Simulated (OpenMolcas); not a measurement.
# triplet TiNH2Cl3: levels of theory compared

Wanted: a comparison of 6 runs (UB3LYP/6-31G*, UBHLYP/def2-SVP, UBLYP/def2-SVP, UPBE/def2-SVP, USVWN5/def2-SVP, ROMP2/def2-SVP) of triplet TiNH2Cl3. 

Program for the calculation: OpenMolcas 26.06.

## (1) The molecule

TiNH2Cl3 has 7 atoms, charge 0, and is taken as a triplet. SMILES of the parent species: `[NH2][Ti]([Cl])([Cl])[Cl]`. The shape is that of a PBE0-D4/def2-TZVP optimisation. That shape belongs to the parent species and isn't relaxed for this state.

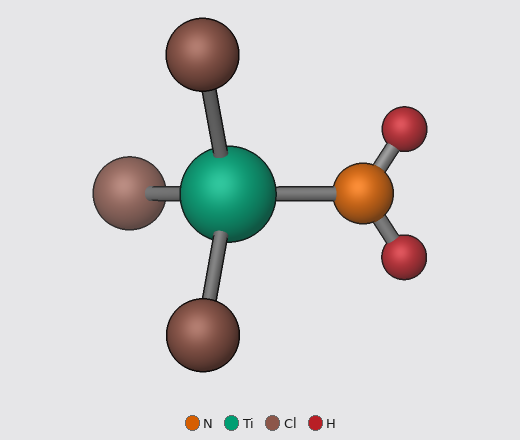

Viewed from a chosen angle; nitrogen orange, titanium teal, chlorine brown, hydrogen red.

## (2) A single-point energy at UB3LYP/6-31G(d) (spherical functions) (run 1)

input.xyz

```xyz
7

N     -0.676400     0.479600     0.813100
Ti     0.416000    -0.273300    -0.459100
Cl     1.922500    -1.442100     0.599700
Cl    -0.771400    -1.594700    -1.742800
Cl     1.232300     1.358700    -1.654500
H     -1.200200     1.334700     0.679200
H     -0.861700     0.068900     1.718900
```

mol.input

```
>>> EXPORT MOLCAS_PRINT=2
&GATEWAY
BasLib
$CurrDir
Coord
input.xyz
Basis
6-31Gs
Group
NoSym
&SEWARD
GridInput
Grid=UltraFine
End of Grid
&SCF
UHF
Spin
3
KSDFT
B3LYP
Thresholds
1e-10 1e-07 1e-07 1e-05
PrOrbitals
1 1
```

The basis set 6-31G* is read from a file made from the Basis Set Exchange's data (not shown).

The run is started by

```console
export MOLCAS_MEM=1860
pymolcas mol.input > mol.log
```

The program printed:

```text
--- Start Module: gateway ---
[...]
--- Stop Module: gateway /rc=_RC_ALL_IS_WELL_ ---
--- Start Module: seward ---
[...]
      Basis functions          106
--- Stop Module: seward /rc=_RC_ALL_IS_WELL_ ---
[...]
--- Start Module: scf ---
[...]
       Convergence after  36 Iterations
[...]
::    Total KS-DFT energy                           -2286.0787878585
[...]
      Total spin, S                                     1.0028452477
[...]
      Total electronic charge=   82.000000
      Total            charge=   -0.000000
[...]
      Dipole Moment (debye):
      Origin of the operator (angstrom)=    0.5433   -0.3769   -0.6279
                   X= -3.9697E+00               Y=  2.0925E+00               Z=  3.7779E+00           Total=  5.8659E+00
      Quadrupole Moment (debye*angstrom):
[...]
--- Stop Module: scf /rc=_RC_ALL_IS_WELL_ ---
[...]
```

It took 2.1 min on 1 thread of AMD EPYC 7R43 (Zen 3), shared host; peak memory 0.61 GiB.

## (3) The energy at UBHLYP/def2-SVP (run 2)

calc.inp

```
&GATEWAY
BasLib=$CurrDir
Coord
7
angstrom
N       -0.676400       0.479600       0.813100
Ti       0.416000      -0.273300      -0.459100
Cl       1.922500      -1.442100       0.599700
Cl      -0.771400      -1.594700      -1.742800
Cl       1.232300       1.358700      -1.654500
H       -1.200200       1.334700       0.679200
H       -0.861700       0.068900       1.718900
Basis=def2-SVP
Group=NoSym
&SEWARD
GridInput
Grid=UltraFine
End of Grid
&SCF
UHF
Spin=3
KSDFT=HYB_GGA_XC_BHANDHLYP
Thresholds=1e-10 1e-07 1e-07 1e-05
PrOrbitals=1 2
```

The basis set def2-SVP is read from a file made from the Basis Set Exchange's data (not shown).

The run is started by

```console
export MOLCAS_MEM=1860
pymolcas calc.inp > calc.log
```

The program printed:

```text
--- Start Module: gateway ---
[...]
--- Stop Module: gateway /rc=_RC_ALL_IS_WELL_ ---
--- Start Module: seward ---
[...]
      Basis functions          109
--- Stop Module: seward /rc=_RC_ALL_IS_WELL_ ---
[...]
--- Start Module: scf ---
[...]
       Convergence after  38 Iterations
[...]
::    Total KS-DFT energy                           -2285.5009246141
[...]
      Total spin, S                                     1.0030965317
[...]
      Total electronic charge=   82.000000
      Total            charge=   -0.000000
[...]
      Dipole Moment (debye):
      Origin of the operator (angstrom)=    0.5433   -0.3769   -0.6279
                   X= -4.6151E+00               Y=  2.7695E+00               Z=  4.8425E+00           Total=  7.2401E+00
      Quadrupole Moment (debye*angstrom):
[...]
--- Stop Module: scf /rc=_RC_ALL_IS_WELL_ ---
[...]
```

Wall time 2.1 min (1 thread of AMD EPYC 7R43 (Zen 3), shared host); peak memory 0.64 GiB.

## (4) The energy at UBLYP/def2-SVP (run 3)

test.input

```
&GATEWAY
 BasLib
 $CurrDir
 Coord
 7
 angstrom
 N       -0.676400       0.479600       0.813100
 Ti       0.416000      -0.273300      -0.459100
 Cl       1.922500      -1.442100       0.599700
 Cl      -0.771400      -1.594700      -1.742800
 Cl       1.232300       1.358700      -1.654500
 H       -1.200200       1.334700       0.679200
 H       -0.861700       0.068900       1.718900
 Basis
 def2-SVP
 Group
 NoSym

&SEWARD
 GridInput
 Grid=UltraFine
 End of Grid

&SCF
 UHF
 Spin
 3
 KSDFT
 BLYP
 Thresholds
 1e-10 1e-07 1e-07 1e-05
 PrOrbitals
 1 2
```

The basis set def2-SVP is read from a file made from the Basis Set Exchange's data (not shown).

The run is started by

```console
export MOLCAS_MEM=1860
pymolcas test.input > test.log
```

The program printed:

```text
--- Start Module: gateway ---
[...]
--- Stop Module: gateway /rc=_RC_ALL_IS_WELL_ ---
--- Start Module: seward ---
[...]
      Basis functions          109
--- Stop Module: seward /rc=_RC_ALL_IS_WELL_ ---
[...]
--- Start Module: scf ---
[...]
       Convergence after  38 Iterations
[...]
::    Total KS-DFT energy                           -2285.5657472812
[...]
      Total spin, S                                     1.0011739490
[...]
      Total electronic charge=   82.000000
      Total            charge=   -0.000000
[...]
      Dipole Moment (debye):
      Origin of the operator (angstrom)=    0.5433   -0.3769   -0.6279
                   X= -2.8765E+00               Y=  1.4901E+00               Z=  2.7032E+00           Total=  4.2192E+00
      Quadrupole Moment (debye*angstrom):
[...]
--- Stop Module: scf /rc=_RC_ALL_IS_WELL_ ---
[...]
```

It took 1.8 min on 1 thread of AMD EPYC 7R43 (Zen 3), shared host; peak memory 0.64 GiB.

Runs 4 to 5 aren't shown in full; the table further down has their settings and results.

## (5) The energy at ROMP2/def2-SVP (run 6)

struct.xyz

```xyz
7

N     -0.676400     0.479600     0.813100
Ti     0.416000    -0.273300    -0.459100
Cl     1.922500    -1.442100     0.599700
Cl    -0.771400    -1.594700    -1.742800
Cl     1.232300     1.358700    -1.654500
H     -1.200200     1.334700     0.679200
H     -0.861700     0.068900     1.718900
```

mol.inp

```
* Cl3H2NTi ROMP2
>>> EXPORT MOLCAS_PRINT=2
&GATEWAY
BasLib
$CurrDir
Coord
struct.xyz
Basis
def2-SVP
Group
NoSym
&SEWARD
&SCF
UHF
Spin
3
Thresholds
1e-10 1e-07 1e-07 1e-05
PrOrbitals
0
&RASSCF
FileOrb
$Project.UnaOrb
Spin
3
Nactel
2 0 0
Inactive
40
Ras2
2
OutOrbitals
Canonical
OrbListing
NoCore
&CASPT2
IPEA
0.0
Frozen
21
```

The basis set def2-SVP is read from a file made from the Basis Set Exchange's data (not shown).

The run is started by

```console
export MOLCAS_MEM=1860
pymolcas mol.inp > mol.log
```

The program printed:

```text
--- Start Module: gateway ---
[...]
--- Stop Module: gateway /rc=_RC_ALL_IS_WELL_ ---
[...]
      Basis functions          109
[...]
       Convergence after  94 Iterations
[...]
::    Total SCF energy                              -2282.1097049926
[...]
      Total spin, S                                     1.0034821676
[...]
--- Start Module: rasscf ---
[...]
      Number of active orbitals                  2
[...]
      Spin quantum number                      1.0
[...]
      Active orbitals                            2
[...]
      Number of CSFs                             1
[...]
      Number of root(s) required                 1
[...]
      Convergence after 19 iterations
[...]
      printout of CI-coefficients larger than  0.05 for root  1
      energy=   -2282.103623
      conf/sym  11     Coeff  Weight
             1  uu   1.00000 1.00000
      Natural orbitals and occupation numbers for root  1
      sym 1:   1.000000   1.000000
      ************************************************************************************************************************
      *                                                    Final results                                                     *
[...]
::    RASSCF root number  1 Total energy:  -2282.10362276
[...]
      Total electronic charge=   82.000000
      Total            charge=   -0.000000
[...]
      Dipole Moment (debye):
      Origin of the operator (angstrom)=    0.5433   -0.3769   -0.6279
                   X= -5.1289E+00               Y=  3.3803E+00               Z=  5.7740E+00           Total=  8.4303E+00
      Quadrupole Moment (debye*angstrom):
[...]
--- Stop Module: rasscf /rc=_RC_ALL_IS_WELL_ ---
[...]
--- Start Module: caspt2 ---
[...]
 ###    WARNING: User changed nr of frozen orbitals.                         ###
 ###############################################################################
[...]
      E2 (Variational):          -0.7974693919
      Total energy:           -2282.9010921535
[...]
      Reference weight:           0.78578
[...]
::    CASPT2 Root  1     Total energy:  -2282.90109215
[...]
--- Stop Module: caspt2 /rc=_RC_ALL_IS_WELL_ ---
[...]
```

Wall time 1.8 min (1 thread of AMD EPYC 7R43 (Zen 3), shared host); peak memory 0.64 GiB.

## (6) All runs side by side

```
run                                level  integration grid  frozen core orbitals   energy (Eh)  dipole moment (D)  HOMO energy (eV)   ⟨S²⟩  wall time
  1  UB3LYP/6-31G* (spherical functions)         UltraFine                     –  -2286.078788               5.87             -5.21  2.009    2.1 min
  2                      UBHLYP/def2-SVP         UltraFine                     –  -2285.500925               7.24             -7.46  2.009    2.1 min
  3                       UBLYP/def2-SVP         UltraFine                     –  -2285.565747               4.22             -2.90  2.004    1.8 min
  4                        UPBE/def2-SVP         UltraFine                     –  -2284.720324               4.37             -3.11  2.004    2.1 min
  5                      USVWN5/def2-SVP         UltraFine                     –  -2278.646585               4.15             -2.96  2.002       80 s
  6                       ROMP2/def2-SVP                 –                    21  -2282.901092                  –                 –      –    1.8 min
```

## (7) What came out

| quantity | value |
| --- | --- |
| run 6: total energy | -2282.90109 Eh |

In words: Over runs 1, 2, 3, 4, 5 the dipole moment (its size) runs from 4.15 D (USVWN5/def2-SVP) to 7.24 D (UBHLYP/def2-SVP). Totals of different functionals can't be ranked against each other. All runs together took 11 min, the longest 2.1 min.
